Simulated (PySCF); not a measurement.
## SiP2NH7: NMR shielding calculation

System: SiP2NH7, SMILES N[SiH](P)P.
Method: GIAO wB97X-D/pcSseg-2 NMR shielding, non-relativistic, gas phase (PySCF 2.14.0).

The geometry comes from this level: PBE0-D3(BJ)/def2-SVP. Figures and captions count atoms from 1; the log counts them from 0 in places.

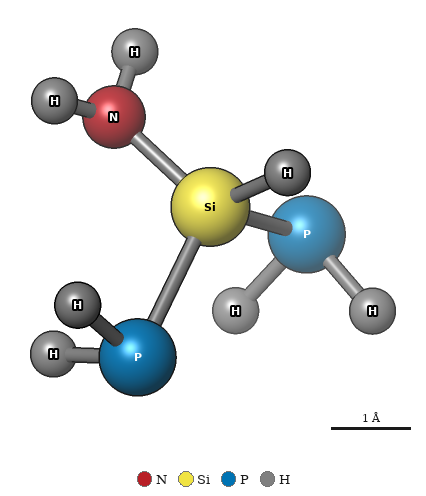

Fig. 1: The structure as given in the input (ball-and-stick view, seen at a tilt). Bond lengths as drawn: H–N 1.01 to 1.02 Å, H–P 1.43 Å, H–Si 1.50 Å, N–Si 1.73 Å and P–Si 2.26 Å.

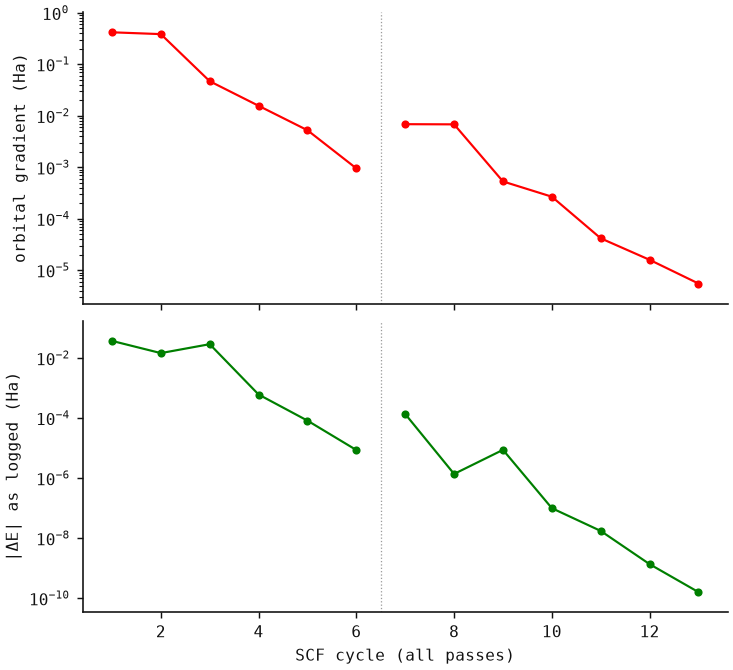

Fig. 2: Convergence of the self-consistent field: orbital gradient and size of the energy change against the SCF cycle. The dotted line marks the change from a coarse to the final integration grid. The first 6 cycles use a coarse grid, the final grid takes over at cycle 7, and the field converges after 13 cycles in all.

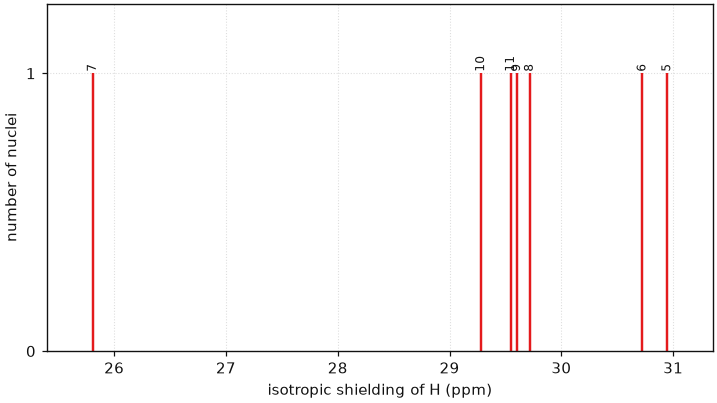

Fig. 3: Isotropic shieldings of the hydrogen nuclei in this fixed geometry, labelled by atom number; shielding grows to the right, so chemical shift grows to the left. The least shielded is H7 (25.8 ppm), the most shielded H5 (30.9 ppm).

The input and output of the run follow.

## Input file
```
{"job": {"kind": "nmr", "xc": "wB97X-D", "basis": "pcSseg-2", "pop": false}, "charge": 0, "multiplicity": 1}
N     -0.541974    -1.230811     0.997154
Si    -0.223179    -0.304593    -0.430528
P      2.025760    -0.081035    -0.524755
P     -1.279026     1.695223    -0.349712
H     -1.496619    -1.341563     1.321617
H      0.000163    -2.071624     1.172236
H     -0.628527    -0.919464    -1.740918
H      1.978814     0.731952    -1.698379
H      2.062662     1.030577     0.372103
H     -2.575440     1.120834    -0.149671
H     -1.031437     1.848363     1.049845
```

The first line tells a small driver script what to run in PySCF; the rest is the geometry in Å.

Launch command:
```bash
OMP_NUM_THREADS=1 python <driver script> task.json out
```

## What the program printed
```
coarse grid: 10280 points
cycle   1  E = -1031.1844449491  dE = -3.714e-02  |g| = 4.171e-01  |ddm| = 2.338e+00
cycle   2  E = -1031.1989947280  dE = -1.455e-02  |g| = 3.845e-01  |ddm| = 4.669e-01
cycle   3  E = -1031.2278475791  dE = -2.885e-02  |g| = 4.682e-02  |ddm| = 2.043e-01
cycle   4  E = -1031.2284544321  dE = -6.069e-04  |g| = 1.561e-02  |ddm| = 5.869e-02
cycle   5  E = -1031.2285362820  dE = -8.185e-05  |g| = 5.232e-03  |ddm| = 2.093e-02
cycle   6  E = -1031.2285448656  dE = -8.584e-06  |g| = 9.509e-04  |ddm| = 9.056e-03
final grid: 84376 points
cycle   7  E = -1031.2472663644  dE = -1.357e-04  |g| = 6.857e-03  |ddm| = 3.032e-02
cycle   8  E = -1031.2472677340  dE = -1.370e-06  |g| = 6.806e-03  |ddm| = 7.515e-03
cycle   9  E = -1031.2472764328  dE = -8.699e-06  |g| = 5.301e-04  |ddm| = 3.217e-03
cycle  10  E = -1031.2472765320  dE = -9.914e-08  |g| = 2.680e-04  |ddm| = 8.886e-04
cycle  11  E = -1031.2472765493  dE = -1.729e-08  |g| = 4.170e-05  |ddm| = 3.142e-04
cycle  12  E = -1031.2472765506  dE = -1.352e-09  |g| = 1.594e-05  |ddm| = 1.264e-04
cycle  13  E = -1031.2472765508  dE = -1.583e-10  |g| = 5.523e-06  |ddm| = 4.410e-05
converged SCF energy = -1031.2472765508

GIAO shielding tensors (ppm)
atom      isotropic    diamagn.    paramagn.     s11        s22        s33       span
  0 N      236.781     317.857     -81.075    201.660    246.368    262.316     60.656
  1 Si     350.134     878.885    -528.751    289.211    342.378    418.813    129.601
  2 P      561.247     967.286    -406.039    502.154    559.999    621.588    119.434
  3 P      553.654     967.477    -413.822    507.483    567.379    586.101     78.618
  4 H       30.947      32.035      -1.088     23.574     27.790     41.477     17.903
  5 H       30.724      31.444      -0.720     23.064     27.216     41.893     18.829
  6 H       25.807      29.623      -3.816     23.092     23.820     30.510      7.418
  7 H       29.717      29.869      -0.152     25.341     26.881     36.929     11.588
  8 H       29.603      30.663      -1.060     25.269     27.953     35.587     10.318
  9 H       29.281      30.374      -1.093     24.832     26.610     36.399     11.567
 10 H       29.548      30.919      -1.372     25.558     27.491     35.593     10.035
```

## Summary

- outcome: converged
- total energy: −1031.247277 hartree
- HOMO: −9.11 eV
- LUMO: 1.59 eV
- dipole moment: 1.84 D
- isotropic shielding, N: 236.8 ppm
- isotropic shielding, Si: 350.1 ppm
- isotropic shielding, P: 553.7 to 561.2 ppm
- isotropic shielding, H: 25.8 to 30.9 ppm
- hardware: 1 CPU thread, shared host
- wall time: 37 s
- peak memory: 1.1 GiB
